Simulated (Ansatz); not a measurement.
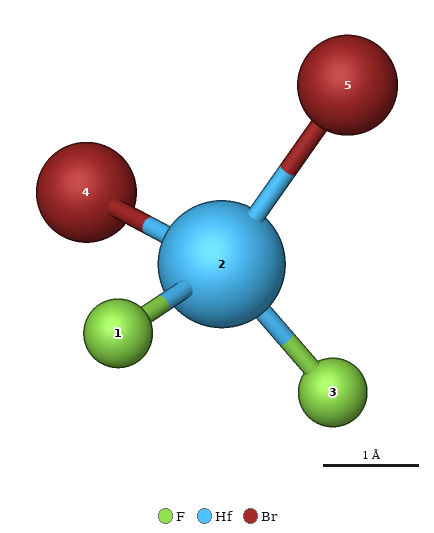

**Figure 1.** The structure as given in the input (ball-and-stick view, seen at a tilt; atoms are numbered from 1 in the order of the input). Sticks mark near contacts. Bond lengths as drawn: Br–Hf 2.49 Å and F–Hf 1.88 Å.

## Single-point calculation of HfBr2F2

- system: HfBr2F2, multiplicity 3, SMILES [F][Hf]([F])([Br])[Br]
- method: UKS M06-2X-d4/x2c-TZVPPall (Ansatz 0.2.0)

The geometry comes from this level: PBE0-D4/def2-TZVP.

Input file:
```yaml
crystal:
  periodic: [false, false, false]
  atoms:
    - {symbol: F, position_ang: [0.182635, -0.618093, 1.844329]}
    - {symbol: Hf, position_ang: [0.084089, -0.097204, 0.037258]}
    - {symbol: F, position_ang: [1.352738, -1.098487, -0.929437]}
    - {symbol: Br, position_ang: [-2.190997, -0.581703, -0.838561]}
    - {symbol: Br, position_ang: [0.621536, 2.321887, -0.154989]}
basis:
  gaussian: {orbitals: x2c-TZVPPall}
magnetization: {spin_polarized: true, initial_magnetization: 2}
hamiltonian: {xc: {name: M06-2X}, dispersion: d4}
output: {forces: true}
```

Run as:
```bash
ansatz run in.yaml --threads 4 --pin off --events-out ev --progress --plain --max-ram 10444MiB
```

The program's output:
```
Error: YAML parse error: error: line 12 column 19: hamiltonian.xc: no functional is named "M06-2X"; the names, which are not case-sensitive, are SVWN5, SPW92, PBE, PBE0, PBEsol, revPBE, revPBE0, RPBE, rPW86-PBE, HSE06, wPBEh, LC-wPBE, HISS, HF, BLYP, B3LYP, B3LYP5, BHLYP, CAM-B3LYP, r2SCAN, r2SCANh, r2SCAN0, r2SCAN50, m-r2SCAN, B97, wB97, wB97X, wB97X-V, B97M-V, wB97M-V, B2PLYP, B2GP-PLYP, PBE0-DH, PBE-QIDH
  --> <input>:12:19
   |
10 |   gaussian: {orbitals: x2c-TZVPPall}
11 | magnetization: {spin_polarized: true, initial_magnetization: 2}
12 | hamiltonian: {xc: {name: M06-2X}, dispersion: d4}
   |                   ^ hamiltonian.xc: no functional is named "M06-2X"; the names, which are not case-sensitive, are SVWN5, SPW92, PBE, PBE0, PBEsol, revPBE, revPBE0, RPBE, rPW86-PBE, HSE06, wPBEh, LC-wPBE, HISS, HF, BLYP, B3LYP, B3LYP5, BHLYP, CAM-B3LYP, r2SCAN, r2SCANh, r2SCAN0, r2SCAN50, m-r2SCAN, B97, wB97, wB97X, wB97X-V, B97M-V, wB97M-V, B2PLYP, B2GP-PLYP, PBE0-DH, PBE-QIDH
13 | output: {forces: true}
   |
```

What the run reported:

| quantity | value |
| --- | --- |
| outcome | refused by the program |
| hardware | 4 threads of Arm Neoverse V2, 23 GiB of memory available, shared host |

Diagnosis:

This input holds a deliberate fault: method. The program refused the input: “YAML parse error: error: line 12 column 19: hamiltonian.xc: no functional is named "M06-2X" …”
